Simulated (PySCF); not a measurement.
# C$_{5}$H$_{9}$NOSi (SMILES CC[C@H](C#N)C(=O)[SiH3]): what the fields show

```xyz
17

C    -2.3503    0.2778    0.1706
C    -0.9055    0.5356   -0.2402
C    -0.1198   -0.7769   -0.3862
C    -0.0575   -1.4814    0.8675
N     0.0070   -2.0412    1.8628
C     1.3221   -0.5117   -0.8412
O     1.7555   -1.0577   -1.8255
Si    2.4197    0.6972    0.1815
H    -2.8555   -0.3445   -0.5653
H    -2.3879   -0.2284    1.1330
H    -2.8908    1.2177    0.2529
H    -0.4170    1.1654    0.5073
H    -0.8790    1.0606   -1.1977
H    -0.6077   -1.4306   -1.1215
H     2.0717    2.0460   -0.2704
H     3.8029    0.3661   -0.1290
H     2.0851    0.5181    1.5915
```

Geometry: GFN2-xTB.

These are results of PBE0/pcSseg-1, SCF density, gas phase, non-relativistic (PySCF), not measurements.

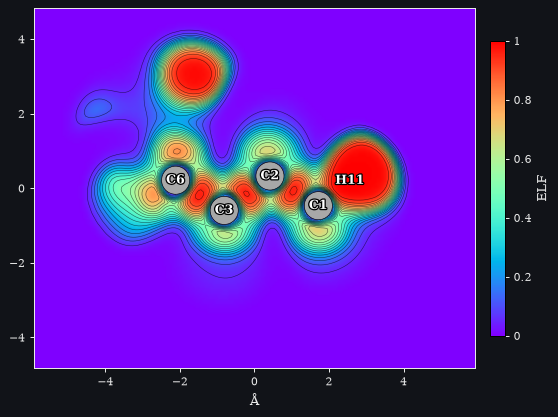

Figure 1. Electron localisation function on the plane of atoms C2, C3 and C6. Grey discs cover the atomic cores.

**Describe what can be read from this map.**

- Atoms in the plane: C and H.
- C–H (1.09 Å): the ELF climbs to about 1 towards the hydrogen, as it does in any bond to H: a covalent bond by its length.
- C–C (1.52 Å): the ELF peaks at about 0.95 between the atoms (a covalent bond).

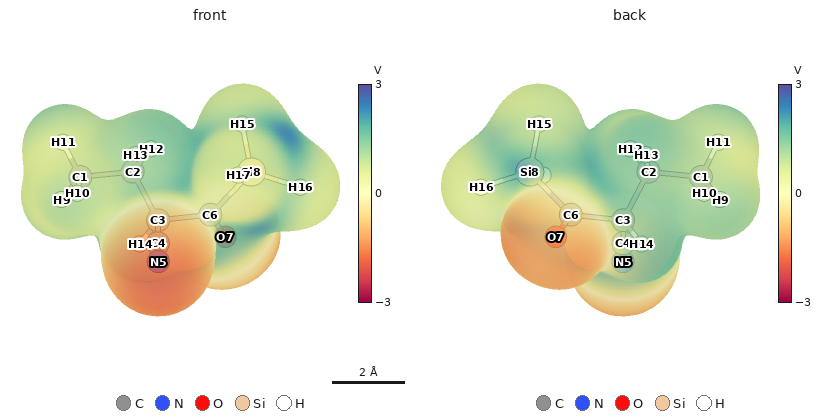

Figure 2. The electrostatic potential painted on the density surface at 0.004 e/bohr³, seen from the front and from behind; red is negative and blue positive.

**Describe the electrostatic potential map.**

The most negative region (about −1.9 V) lies over N5, the most positive (about +2.3 V) over Si8. N5 is the likeliest acceptor of a hydrogen bond.
